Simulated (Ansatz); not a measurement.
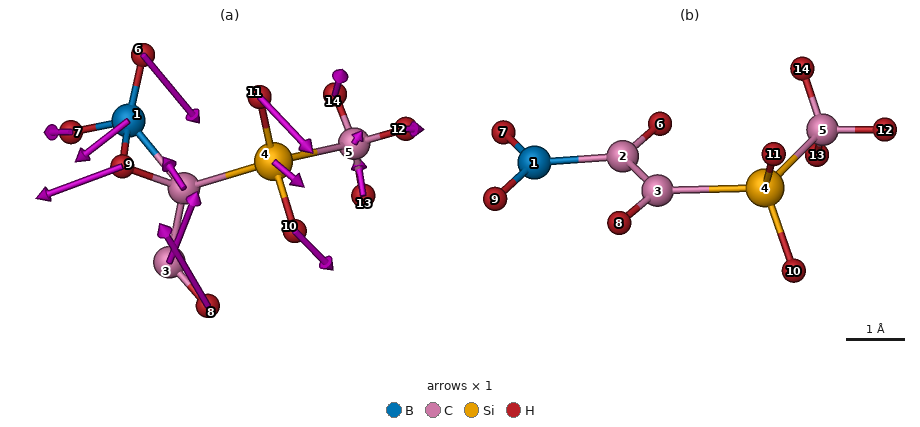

The structure of C$_{3}$H$_{9}$BSi before (left) and after (right) a relaxation, at one scale. The purple arrows give the displacements, at their true length.

A ball-and-stick model, seen face on.

The run prepares an end point of a later path (hydrogen shift) calculation, from a guessed geometry.

The calculation used Ansatz, RKS PBE/cc-pVDZ. Set-up: no spin polarisation; force threshold 0.02 eV/Å; at most 50 steps.

Summarise the run.

Over 42 accepted moves (46 points after the start) the energy falls by 110.9 kcal/mol. Largest force component: 4.7 eV/Å at the start, 0.016 eV/Å at the end. The line search rejected the trial steps at points 26, 31, 41, 44 of the run. H8 moves most after the best rigid fit: 2.17 Å. Largest moves by element: H 2.17 Å, C 1.67 Å, B 1.23 Å, Si 0.71 Å. Some distances before and after: B1–Si4 2.918 → 4.360 Å, C2–H6 2.411 → 1.107 Å, C2–H9 1.237 → 2.385 Å, B1–H6 1.180 → 2.315 Å. New bonds form: C2–H6 (2.41 → 1.11 Å), C3–Si4 (2.84 → 1.90 Å). Bonds break: B1–H6 (1.18 → 2.31 Å), C2–Si4 (1.89 → 2.92 Å). Among the angles between lasting bonds that change: C2–B1–H9 51.8° → 118.8°, H7–B1–H9 102.5° → 119.4°, H10–Si4–H11 112.4° → 107.0°. Groups turn about C2–C3 by about 175°. Cost: 3.6 min on 2 threads of Arm Neoverse N1 (shared host), peak memory 0.17 GiB.
